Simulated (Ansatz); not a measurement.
## TaN$_{4}$H$_{10}$SF: nudged elastic band (part 1 of 2)

TaN$_{4}$H$_{10}$SF, computed with RKS PBE/def2-SVP (Ansatz 0.2.0).

It belongs to a series of runs on one base structure; here: band between the two ends. Figures and captions count atoms from 1; the log counts them from 0 in places.

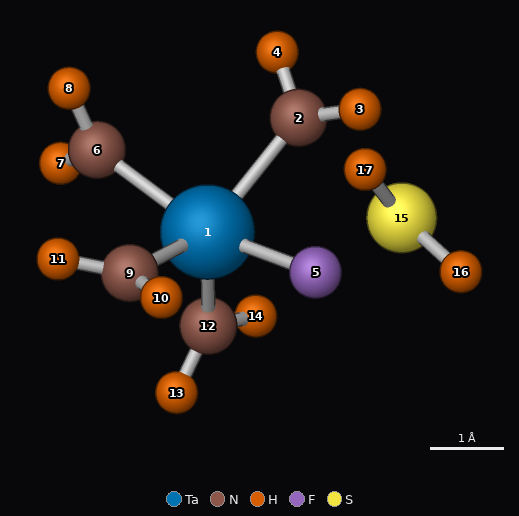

Figure 1. The starting structure (ball-and-stick view, seen at a tilt; atoms are numbered from 1 in the order of the input). Sticks mark near contacts. Bond lengths as drawn: F–Ta 1.95 Å, H–N 1.02 to 1.04 Å, H–S 1.36 to 1.39 Å and N–Ta 1.97 to 2.05 Å.

### The input
```yaml
crystal:
  periodic: [false, false, false]
  atoms:
    - { symbol: Ta, position_ang: [-0.102534, 0.150591, -0.113509] }
    - { symbol: "N", position_ang: [1.911818, -0.157158, 0.124277] }
    - { symbol: H, position_ang: [2.391154, 0.14664, 0.980858] }
    - { symbol: H, position_ang: [2.584134, -0.20785, -0.647942] }
    - { symbol: F, position_ang: [0.064808, 0.626118, 1.768047] }
    - { symbol: "N", position_ang: [0.188318, 0.2399, -2.109506] }
    - { symbol: H, position_ang: [-0.163382, -0.47037, -2.762179] }
    - { symbol: H, position_ang: [0.718657, 0.938806, -2.643894] }
    - { symbol: "N", position_ang: [-1.225256, 1.816002, -0.178479] }
    - { symbol: H, position_ang: [-1.361513, 2.413702, 0.644673] }
    - { symbol: H, position_ang: [-1.546796, 2.287237, -1.0283] }
    - { symbol: "N", position_ang: [-1.135847, -1.528316, -0.078664] }
    - { symbol: H, position_ang: [-2.15405, -1.647367, -0.052901] }
    - { symbol: H, position_ang: [-0.649438, -2.421749, 0.120526] }
    - { symbol: S, position_ang: [1.578631, -3.539651, 0.870126] }
    - { symbol: H, position_ang: [1.275216, -3.213797, 2.156957] }
    - { symbol: H, position_ang: [1.846279, -2.210439, 0.563112] }
basis:
  gaussian: { orbitals: def2-SVP }
hamiltonian:
  xc: pbe
neb:
  order_check: false
  images: 7
  f_tol: 0.05
  max_iterations: 60
  final_atoms:
    - { symbol: Ta, position_ang: [-0.10551635, -0.5102161, 0.15185875] }
    - { symbol: "N", position_ang: [2.19790757, 0.28973459, 0.24510898] }
    - { symbol: H, position_ang: [2.24786171, 0.83471567, 1.11755943] }
    - { symbol: H, position_ang: [2.63802109, 0.84551411, -0.49958427] }
    - { symbol: F, position_ang: [0.15567745, 0.04033656, 2.0061507] }
    - { symbol: "N", position_ang: [0.40997035, -0.68147232, -1.78808009] }
    - { symbol: H, position_ang: [-0.18327266, -1.18163988, -2.45935232] }
    - { symbol: H, position_ang: [1.26170304, -0.37503851, -2.26963888] }
    - { symbol: "N", position_ang: [-0.80421724, 1.37585779, -0.04631219] }
    - { symbol: H, position_ang: [-1.00271289, 1.99423219, 0.74982757] }
    - { symbol: H, position_ang: [-0.97898542, 1.87147286, -0.92690545] }
    - { symbol: "N", position_ang: [-1.86112437, -1.43927137, 0.03099677] }
    - { symbol: H, position_ang: [-2.77003137, -0.99412187, -0.13173268] }
    - { symbol: H, position_ang: [-1.98190172, -2.43025731, 0.26516538] }
    - { symbol: S, position_ang: [1.04398071, -2.63098304, 0.99312781] }
    - { symbol: H, position_ang: [1.19857353, -3.2208042, -0.22568109] }
    - { symbol: H, position_ang: [2.7542656, -0.56576017, 0.40069359] }
  initial_path:
    images:
      - { positions_ang: [[-0.102534, 0.150591, -0.113509], [1.911818, -0.157158, 0.124277], [2.391154, 0.14664, 0.980858], [2.584134, -0.20785, -0.647942], [0.064808, 0.626118, 1.768047], [0.188318, 0.2399, -2.109506], [-0.163382, -0.47037, -2.762179], [0.718657, 0.938806, -2.643894], [-1.225256, 1.816002, -0.178479], [-1.361513, 2.413702, 0.644673], [-1.546796, 2.287237, -1.0283], [-1.135847, -1.528316, -0.078664], [-2.15405, -1.647367, -0.052901], [-0.649438, -2.421749, 0.120526], [1.578631, -3.539651, 0.870126], [1.275216, -3.213797, 2.156957], [1.846279, -2.210439, 0.563112]] }
      - { positions_ang: [[-0.07872, 0.11331736, -0.08976634], [2.05929869, -0.1112294, 0.1049611], [2.54739639, -0.004286, 0.94503997], [2.69983638, -0.02569753, -0.66492547], [0.03404729, 0.48429619, 1.80351944], [0.15367636, 0.16425739, -2.12633743], [-0.25786612, -0.54494878, -2.74710395], [0.70619476, 0.85706822, -2.66065728], [-1.19495847, 1.8271002, -0.15955549], [-1.44373073, 2.35221468, 0.6647693], [-1.42409341, 2.33172637, -1.01421725], [-1.11929666, -1.61597887, -0.0566737], [-2.06877266, -1.74974785, 0.1462588], [-0.69900311, -2.47225805, -0.08747702], [1.3986248, -3.20362467, 1.02406428], [0.97978776, -3.24034334, 1.90619768], [1.92777773, -1.93956692, 0.62510537]] }
      - { positions_ang: [[-0.05490599, 0.07604372, -0.06602367], [2.20677937, -0.0653008, 0.0856452], [2.70363878, -0.155212, 0.90922195], [2.81553877, 0.15645494, -0.68190895], [0.00328658, 0.34247438, 1.83899187], [0.11903473, 0.08861477, -2.14316886], [-0.35235024, -0.61952756, -2.73202889], [0.69373253, 0.77533045, -2.67742056], [-1.16466095, 1.8381984, -0.14063199], [-1.52594847, 2.29072736, 0.68486559], [-1.30139082, 2.37621573, -1.0001345], [-1.10274632, -1.70364174, -0.03468339], [-1.98349533, -1.8521287, 0.34541859], [-0.74856821, -2.52276711, -0.29548005], [1.21861859, -2.86759834, 1.17800257], [0.68435951, -3.26688968, 1.65543836], [2.00927646, -1.66869484, 0.68709873]] }
      - { positions_ang: [[-0.03109199, 0.03877008, -0.04228101], [2.35426006, -0.0193722, 0.0663293], [2.85988116, -0.306138, 0.87340392], [2.93124115, 0.33860741, -0.69889242], [-0.02747413, 0.20065256, 1.87446431], [0.08439309, 0.01297216, -2.16000029], [-0.44683437, -0.69410634, -2.71695384], [0.68127029, 0.69359267, -2.69418384], [-1.13436342, 1.84929661, -0.12170848], [-1.6081662, 2.22924005, 0.70496189], [-1.17868822, 2.4207051, -0.98605175], [-1.08619597, -1.7913046, -0.01269309], [-1.89821799, -1.95450954, 0.54457839], [-0.79813332, -2.57327616, -0.50348307], [1.03861239, -2.53157201, 1.33194085], [0.38893127, -3.29343601, 1.40467904], [2.09077519, -1.39782275, 0.7490921]] }
      - { positions_ang: [[-0.00727798, 0.00149644, -0.01853835], [2.50174074, 0.0265564, 0.0470134], [3.01612355, -0.457064, 0.8375859], [3.04694353, 0.52075988, -0.71587589], [-0.05823484, 0.05883075, 1.90993674], [0.04975145, -0.06267046, -2.17683171], [-0.54131849, -0.76868512, -2.70187879], [0.66880806, 0.61185489, -2.71094713], [-1.10406589, 1.86039481, -0.10278498], [-1.69038393, 2.16775273, 0.72505819], [-1.05598563, 2.46519446, -0.97196901], [-1.06964563, -1.87896747, 0.00929722], [-1.81294066, -2.05689039, 0.74373818], [-0.84769842, -2.62378521, -0.71148609], [0.85860619, -2.19554568, 1.48587913], [0.09350303, -3.31998235, 1.15391972], [2.17227392, -1.12695067, 0.81108546]] }
      - { positions_ang: [[-0.03183757, -0.1264317, 0.02406093], [2.42578245, 0.09235095, 0.09653729], [2.82405809, -0.13411908, 0.90757928], [2.94471292, 0.60194844, -0.66180299], [-0.00475677, 0.0542072, 1.93399023], [0.13980618, -0.21737092, -2.07964381], [-0.45180703, -0.87192381, -2.64124717], [0.8170318, 0.36513154, -2.60062006], [-1.02910373, 1.73926055, -0.08866678], [-1.51846617, 2.12437259, 0.73125053], [-1.03673558, 2.31676406, -0.96070312], [-1.26751532, -1.76904345, 0.0147221], [-2.05221334, -1.79119826, 0.52487047], [-1.13124925, -2.57540324, -0.46732322], [0.90494982, -2.30440502, 1.3626913], [0.36977065, -3.29518781, 0.80901952], [2.31777184, -0.98665305, 0.70848749]] }
      - { positions_ang: [[-0.05639717, -0.25435983, 0.0666602], [2.34982415, 0.15814549, 0.14606119], [2.63199263, 0.18882584, 0.97757266], [2.84248231, 0.683137, -0.60773008], [0.04872131, 0.04958366, 1.95804372], [0.2298609, -0.37207139, -1.9824559], [-0.36229557, -0.9751625, -2.58061555], [0.96525555, 0.11840819, -2.490293], [-0.95414157, 1.6181263, -0.07454858], [-1.34654841, 2.08099246, 0.73744288], [-1.01748553, 2.16833366, -0.94943723], [-1.465385, -1.65911942, 0.02014699], [-2.29148602, -1.52550613, 0.30600275], [-1.41480007, -2.52702126, -0.22316036], [0.95129345, -2.41326436, 1.23950347], [0.64603828, -3.27039328, 0.46411931], [2.46326976, -0.84635542, 0.60588953]] }
      - { positions_ang: [[-0.08095676, -0.38228797, 0.10925948], [2.27386586, 0.22394004, 0.19558508], [2.43992717, 0.51177076, 1.04756605], [2.7402517, 0.76432555, -0.55365718], [0.10219938, 0.04496011, 1.98209721], [0.31991562, -0.52677185, -1.885268], [-0.27278412, -1.07840119, -2.51998393], [1.11347929, -0.12831516, -2.37996594], [-0.8791794, 1.49699204, -0.06043039], [-1.17463065, 2.03761232, 0.74363522], [-0.99823548, 2.01990326, -0.93817134], [-1.66325469, -1.5491954, 0.02557188], [-2.5307587, -1.259814, 0.08713504], [-1.69835089, -2.47863929, 0.02100251], [0.99763708, -2.5221237, 1.11631564], [0.9223059, -3.24559874, 0.11921911], [2.60876768, -0.70605779, 0.50329156]] }
      - { positions_ang: [[-0.10551635, -0.5102161, 0.15185875], [2.19790757, 0.28973459, 0.24510898], [2.24786171, 0.83471567, 1.11755943], [2.63802109, 0.84551411, -0.49958427], [0.15567745, 0.04033656, 2.0061507], [0.40997035, -0.68147232, -1.78808009], [-0.18327266, -1.18163988, -2.45935232], [1.26170304, -0.37503851, -2.26963888], [-0.80421724, 1.37585779, -0.04631219], [-1.00271289, 1.99423219, 0.74982757], [-0.97898542, 1.87147286, -0.92690545], [-1.86112437, -1.43927137, 0.03099677], [-2.77003137, -0.99412187, -0.13173268], [-1.98190172, -2.43025731, 0.26516538], [1.04398071, -2.63098304, 0.99312781], [1.19857353, -3.2208042, -0.22568109], [2.7542656, -0.56576017, 0.40069359]] }
```

Launch command:
```bash
ansatz run input.yaml --threads 4 --pin off --max-ram 5120MiB --backend cpu --events-out ev --progress --plain --runs-dir out
```

### Log
```
Engine: ansatz 0.2.0, aarch64-unknown-linux-gnu
Functional definition: PBE
  parameter kappa = 0.804
  parameter beta = 0.06672455060314922
  exchange = pbe_x(kappa = kappa, mu = beta*pi^2/3)
  correlation = pbe_c(beta = beta)
1925 factors; their error is unknown
mean field evaluation 1: about -21177.1222 eV, gradient 1.3e2 eV
mean field evaluation 2: about -20983.1053 eV, gradient 2.9e2 eV
mean field evaluation 4: about -21207.8274 eV, gradient 2.4e1 eV
mean field evaluation 8: about -21209.0841 eV, gradient 7.3e-1 eV
mean field evaluation 16: about -21208.9827 eV, gradient 1.2e-3 eV
mean field -21208.98272119 eV, -779.4157390389 hartree, gradient 4.2e-5 eV, S^2 0.000000; 0 other end points of the search recorded, 0 dependent functions left out
the calculation of the forces begins
reference -21208.98279214 eV, -779.4157416461 hartree; 38, 38 occupied and 132, 132 virtual orbitals, 1925 factors
1925 factors; their error is unknown
mean field evaluation 32: about -21209.7894 eV, gradient 2.3e-1 eV
mean field -21209.68494363 eV, -779.4415452375 hartree, gradient 1.9e-5 eV, S^2 0.000000; 0 other end points of the search recorded, 0 dependent functions left out
[... from here on the field's lines of each further geometry are left out, up to the last ...]
NEB iter   1: max|band force component| = 4.462e1 eV/Å  barrier→ = 14.2071 eV  barrier← = 14.9093 eV  Δτ_max = 0.2000 Å  (357 SCF iters)
NEB iter   2: max|band force component| = 1.157e1 eV/Å  barrier→ = 3.8156 eV  barrier← = 4.5178 eV  Δτ_max = 0.2000 Å  (284 SCF iters)
NEB iter   3: max|band force component| = 7.278e0 eV/Å  barrier→ = 2.0427 eV  barrier← = 2.7449 eV  Δτ_max = 0.2000 Å  (266 SCF iters)
NEB iter   4: max|band force component| = 2.563e0 eV/Å  barrier→ = 1.0846 eV  barrier← = 1.7868 eV  Δτ_max = 0.2000 Å  (263 SCF iters)
NEB iter   5: max|band force component| = 1.393e0 eV/Å  barrier→ = 0.9150 eV  barrier← = 1.6172 eV  Δτ_max = 0.2000 Å  (254 SCF iters)
NEB iter   6: max|band force component| = 8.747e-1 eV/Å  barrier→ = 0.8776 eV  barrier← = 1.5798 eV  Δτ_max = 0.2000 Å  (252 SCF iters)
NEB iter   7: max|band force component| = 1.190e0 eV/Å  barrier→ = 0.8185 eV  barrier← = 1.5207 eV  Δτ_max = 0.1019 Å  (256 SCF iters)
NEB iter   8: max|band force component| = 1.291e0 eV/Å  barrier→ = 0.6769 eV  barrier← = 1.3791 eV  Δτ_max = 0.0995 Å  (245 SCF iters)
NEB iter   9: max|band force component| = 1.186e0 eV/Å  barrier→ = 0.5281 eV  barrier← = 1.2303 eV  Δτ_max = 0.1009 Å  (242 SCF iters)
NEB iter  10: max|band force component| = 1.333e0 eV/Å  barrier→ = 0.3712 eV  barrier← = 1.0735 eV  Δτ_max = 0.1982 Å  (241 SCF iters)
NEB iter  11: max|band force component| = 1.333e0 eV/Å  barrier→ = 0.1909 eV  barrier← = 0.8931 eV  Δτ_max = 0.1995 Å  (245 SCF iters)
NEB iter  12: max|band force component| = 1.220e0 eV/Å  barrier→ = 0.2005 eV  barrier← = 0.9027 eV  Δτ_max = 0.2000 Å  (238 SCF iters)
NEB iter  13: max|band force component| = 7.183e-1 eV/Å  barrier→ = 0.0589 eV  barrier← = 0.7611 eV  Δτ_max = 0.1966 Å  (251 SCF iters)
NEB iter  14: max|band force component| = 5.138e-1 eV/Å  barrier→ = 0.0499 eV  barrier← = 0.7521 eV  Δτ_max = 0.1991 Å  (250 SCF iters)
NEB iter  15: max|band force component| = 6.095e-1 eV/Å  barrier→ = 0.0498 eV  barrier← = 0.7520 eV  Δτ_max = 0.1009 Å  (250 SCF iters)
NEB iter  16: max|band force component| = 3.796e-1 eV/Å  barrier→ = 0.0504 eV  barrier← = 0.7526 eV  CI = image 1  Δτ_max = 0.1006 Å  (228 SCF iters)
NEB iter  17: max|band force component| = 3.555e-1 eV/Å  barrier→ = 0.0769 eV  barrier← = 0.7791 eV  CI = image 1  Δτ_max = 0.1006 Å  (238 SCF iters)
NEB iter  18: max|band force component| = 4.351e-1 eV/Å  barrier→ = 0.1059 eV  barrier← = 0.8081 eV  CI = image 1  Δτ_max = 0.0997 Å  (231 SCF iters)
NEB iter  19: max|band force component| = 3.435e-1 eV/Å  barrier→ = 0.1257 eV  barrier← = 0.8279 eV  CI = image 1  Δτ_max = 0.1004 Å  (230 SCF iters)
NEB iter  20: max|band force component| = 1.977e-1 eV/Å  barrier→ = 0.1396 eV  barrier← = 0.8418 eV  CI = image 1  Δτ_max = 0.1002 Å  (229 SCF iters)
NEB iter  21: max|band force component| = 1.013e-1 eV/Å  barrier→ = 0.1359 eV  barrier← = 0.8381 eV  CI = image 1  Δτ_max = 0.0575 Å  (229 SCF iters)
NEB iter  22: max|band force component| = 1.558e-1 eV/Å  barrier→ = 0.1339 eV  barrier← = 0.8361 eV  CI = image 1  Δτ_max = 0.0288 Å  (229 SCF iters)
NEB iter  23: max|band force component| = 9.763e-2 eV/Å  barrier→ = 0.1326 eV  barrier← = 0.8348 eV  CI = image 1  Δτ_max = 0.0298 Å  (232 SCF iters)
```
